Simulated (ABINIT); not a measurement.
# TiO2 (Anatase): a self-consistent loop beyond G0W0, cycle by cycle, part 2 of 2

Wanted: G0W0 and self-consistent gaps of TiO2 (Anatase), with the cost of the cycles.

ABINIT 10.8.3; PBE and many-body steps on it, plane waves. Known limits of the many-body steps: not at the basis limit.

So far. Step 4 (G0W0): The gap on the mesh goes from 2.19 eV to 3.71 eV, a correction of +1.52 eV. Step 5 (evGW0, cycle 1): Against G0W0 in ABINIT (4×4×4 mesh, 106 bands, screening to 130.6 eV, Godby-Needs plasmon pole), the gap moves by +0.405 eV. This first cycle still uses the starting levels; it takes the full correction, at all points of the mesh, and its linearised value is 3.711 eV.

## Step 6: evGW0, cycle 2

Level of this step: evGW0 on PBE, plane waves, norm-conserving pseudopotentials (ABINIT).

The corrected levels of the last cycle go back in.

Input file run.abi:

```
acell 3*1.0 Angstrom
rprim 
  -1.892100000000 1.892100000000 4.757300000000
  1.892100000000 -1.892100000000 4.757300000000
  1.892100000000 1.892100000000 -4.757300000000
ntypat 2
znucl 22 8
natom 6
typat 1 1 2 2 2 2
xred 
  0.000000000000 0.000000000000 0.000000000000
  0.750000000000 0.250000000000 0.500000000000
  0.208100000000 0.208100000000 0.000000000000
  0.958100000000 0.458100000000 0.500000000000
  0.541900000000 0.041900000000 0.500000000000
  0.791900000000 0.791900000000 0.000000000000
pp_dirpath "pseudos"
pseudos "Ti.upf, O.upf"
ecut 38
ngkpt 4 4 4
nshiftk 1
shiftk 0 0 0
kptopt 1
chksymbreak 0
istwfk *1
occopt 1
irdwfk 1
optdriver 4
nband 106
gwcalctyp 10
ecutsigx 38
symsigma 1
nkptgw 13
kptgw 
  0.0000000000 0.0000000000 0.0000000000
  0.2500000000 0.0000000000 0.0000000000
  0.5000000000 0.0000000000 0.0000000000
  0.2500000000 0.2500000000 0.0000000000
  0.5000000000 0.2500000000 0.0000000000
  -0.2500000000 0.2500000000 0.0000000000
  0.5000000000 0.5000000000 0.0000000000
  0.2500000000 0.2500000000 0.2500000000
  -0.2500000000 0.2500000000 0.2500000000
  0.5000000000 0.5000000000 0.2500000000
  -0.2500000000 0.5000000000 0.2500000000
  -0.2500000000 -0.2500000000 0.2500000000
  0.5000000000 0.5000000000 0.5000000000
bdgw 
  13 30
  13 30
  13 30
  13 30
  13 30
  13 30
  13 30
  13 30
  13 30
  13 30
  13 30
  13 30
  13 30
ecuteps 4.8
irdscr 1
ppmodel 1
irdqps 1
indata_prefix "in"
outdata_prefix "out"
tmpdata_prefix "tmp"
gwmem 00
```

Command:

```sh
$ OMP_NUM_THREADS=1 mpirun -n 8 abinit run.abi > log
```

Numbers of over 12 decimals in the logs are rounded to 6 here.

Log:

```text
.Version 10.8.3 of ABINIT. v10.8.2 released Aug 2026.

 Symmetries : space group I4_1/a m d (#141); Bravais tI (body-center tetrag.)
[... echo of the input left out ...]
== DATASET  1 ==================================================================
-   mpi_nproc: 8, omp_nthreads: 1 (-1 if OMP is not activated)

--- !DatasetInfo
iteration_state: {dtset: 1, }
dimensions: {natom: 6, nkpt: 13, mband: 106, nsppol: 1, nspinor: 1, nspden: 1, mpw: 5174, }
cutoff_energies: {ecut:  38.0, pawecutdg:  -1.0, }
[...]
.  kptgw no:  3; Maximum DeltaE = (   0.035   0.002) for band index: 15
[...]
.  kptgw no: 12; Maximum DeltaE = (   0.073   0.004) for band index: 18
.  kptgw no: 13; Maximum DeltaE = (   0.061   0.010) for band index: 17

== END DATASET(S) ==============================================================
================================================================================

 -outvars: echo values of variables after computation  --------
           etotal      0.0000000000E+00
            nband         106
             nkpt          13
          spgroup         141
 [... the other variables as echoed above ...]

 Calculation completed.
```

Wall time 10 min (8 MPI ranks of Arm Neoverse V2, shared host); peak memory 2.9 GiB; 83 min of CPU time.

Numbers from this step:

```
quasiparticle gap on the mesh                         : 4.057 eV
gap of the density functional on the mesh             : 2.189 eV
k of the valence top                                  : 0.5, 0.5, 0
k of the conduction bottom                            : 0, 0, 0
least direct quasiparticle gap on the computed points : 4.411 eV
```

Against the cycle before, the gap moves by −0.059 eV.

## Step 7: evGW0, cycle 3

run.abi is that of step 6.

Log:

```text
.Version 10.8.3 of ABINIT. v10.8.2 released Aug 2026.

 Symmetries : space group I4_1/a m d (#141); Bravais tI (body-center tetrag.)
[... echo of the input left out ...]
== DATASET  1 ==================================================================
-   mpi_nproc: 8, omp_nthreads: 1 (-1 if OMP is not activated)

--- !DatasetInfo
iteration_state: {dtset: 1, }
dimensions: {natom: 6, nkpt: 13, mband: 106, nsppol: 1, nspinor: 1, nspden: 1, mpw: 5174, }
cutoff_energies: {ecut:  38.0, pawecutdg:  -1.0, }
[...]
.  kptgw no:  3; Maximum DeltaE = (   0.001   0.000) for band index:  1
[...]
.  kptgw no: 12; Maximum DeltaE = (  -0.004   0.000) for band index:  4
.  kptgw no: 13; Maximum DeltaE = (  -0.002   0.001) for band index:  1

== END DATASET(S) ==============================================================
================================================================================

 -outvars: echo values of variables after computation  --------
           etotal      0.0000000000E+00
            nband         106
             nkpt          13
          spgroup         141
 [... the other variables as echoed above ...]

 Calculation completed.
```

Elapsed: 11 min, on 8 MPI ranks; peak memory 2.9 GiB; 88 min of CPU time.

Numbers from this step:

```yaml
quasiparticle_gap_on_the_mesh: 4.044 eV
gap_of_the_density_functional_on_the_mesh: 2.189 eV
k_of_the_valence_top: 0.5, 0.5, 0
k_of_the_conduction_bottom: 0, 0, 0
least_direct_quasiparticle_gap_on_the_computed_points: 4.397 eV
```

Against the cycle before, the gap moves by −0.013 eV.

## Step 8: evGW0, cycle 4

run.abi is that of step 7.

Log:

```text
.Version 10.8.3 of ABINIT. v10.8.2 released Aug 2026.

 Symmetries : space group I4_1/a m d (#141); Bravais tI (body-center tetrag.)
[... echo of the input left out ...]
== DATASET  1 ==================================================================
-   mpi_nproc: 8, omp_nthreads: 1 (-1 if OMP is not activated)

--- !DatasetInfo
iteration_state: {dtset: 1, }
dimensions: {natom: 6, nkpt: 13, mband: 106, nsppol: 1, nspinor: 1, nspden: 1, mpw: 5174, }
cutoff_energies: {ecut:  38.0, pawecutdg:  -1.0, }
[...]
.  kptgw no:  3; Maximum DeltaE = (  -0.002  -0.000) for band index:  5
[...]
.  kptgw no: 12; Maximum DeltaE = (   0.001   0.000) for band index:  4
.  kptgw no: 13; Maximum DeltaE = (   0.000   0.001) for band index:  1

== END DATASET(S) ==============================================================
================================================================================

 -outvars: echo values of variables after computation  --------
           etotal      0.0000000000E+00
            nband         106
             nkpt          13
          spgroup         141
 [... the other variables as echoed above ...]

 Calculation completed.
```

The job ended after 11 min (8 MPI ranks; peak memory 2.9 GiB; 87 min of CPU time).

This step gave:

| Property | Result |
| --- | --- |
| quasiparticle gap on the mesh | 4.049 eV |
| gap of the density functional on the mesh | 2.189 eV |
| k of the valence top | 0.5, 0.5, 0 |
| k of the conduction bottom | 0, 0, 0 |
| least direct quasiparticle gap on the computed points | 4.402 eV |

Against the cycle before, the gap moves by +0.005 eV.

## Step 9: The runs together

Times are wall times on 8 MPI ranks of Arm Neoverse V2, shared host, good to a factor of about two. A run's time includes the screening step that it read.

```tsv
run	mesh	bands	screening cutoff (eV)	DFT gap (eV)	gap on the mesh (eV)	direct (eV)	ε∞ used	time
G0W0	4×4×4	106	130.6	2.189	3.711	4.050	6.68	25 min
evGW0, cycle 1	4×4×4	106	130.6	2.189	4.116	4.472	6.68	35 min
evGW0, cycle 2	4×4×4	106	130.6	2.189	4.057	4.411	6.68	35 min
evGW0, cycle 3	4×4×4	106	130.6	2.189	4.044	4.397	6.68	35 min
evGW0, cycle 4	4×4×4	106	130.6	2.189	4.049	4.402	6.68	35 min
```

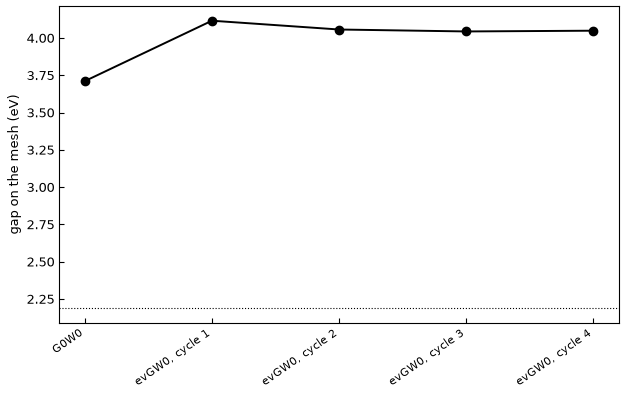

The gap through the cycles; the dotted line is the starting gap.

## Step 10: What came out

```yaml
g0w0: 3.711 eV
evgw0_cycle_1: 4.116 eV
evgw0_cycle_2: 4.057 eV
evgw0_cycle_3: 4.044 eV
evgw0_cycle_4: 4.049 eV
known_limits: not at the basis limit
```

What this shows: Only the bands that the input lists are updated; the others, empty or deep, keep the functional's energies or take a rigid shift. evGW0 ends at 4.05 eV, +0.34 eV from G0W0, after 4 cycles that took 43 min beside the first screening; the last moved the gap by 0.005 eV. The first cycle of evGW0 takes the full correction, without the factor Z, so it overshoots the one-shot value. Against experiment, by evGW0, cycle 4: the gap of 4.05 eV lies +0.85 eV from the measured 3.2 eV (optical, 2018); the gap of 4.05 eV lies +0.77 eV from the measured 3.28 eV (optical, 2018); the direct gap of 4.40 eV lies +1.22 eV from the measured 3.18 ± 0.03 eV (direct, 300 K, 2022); the gap of 4.05 eV lies +0.88 eV from the measured 3.17 eV (kind not stated, 2020); the direct gap of 4.40 eV lies +0.42 eV from the measured 3.98 eV (electronic, quoted 2020). An exciton line or allowed optical edge lies below the quasiparticle gap by the binding energy; a forbidden edge can push the onset above it. These are gaps on the mesh, at modest bands and cutoff. The calculation has static nuclei and no excitons; a measured gap holds zero-point and thermal motion, which mostly lowers it. Bands and cutoff are finite, so the gap is not at the basis limit. The miss can reach some tenths of an eV and take either sign; the mesh is an error of its own.

[Paths, hosts, dates, memory and timing lines, banners, echoed tables and standing remarks are left out of the program output.]

[Logs are printed without paths, hosts, clocks, repeated set-up lines and the standing remarks that a program may print on its own settings, such as how far it seeks lower states.]

[Runs of the session that timed out or met a known fault of the program may be left out.]

[Hosts, paths, dates, database ids (printed as entryN), source tags and the programs' standing remarks are cut or masked in the printed files.]

[G0W0 gaps are taken among the corrected bands and points alone; a level outside them can change the order at an edge.]

[Where Ansatz stands beside ABINIT at settings called matched, ABINIT's density can come from a denser mesh and the files from another edition; pairs whose starting gaps differed by over 0.03 eV were left out, so agreement reads better than it is.]
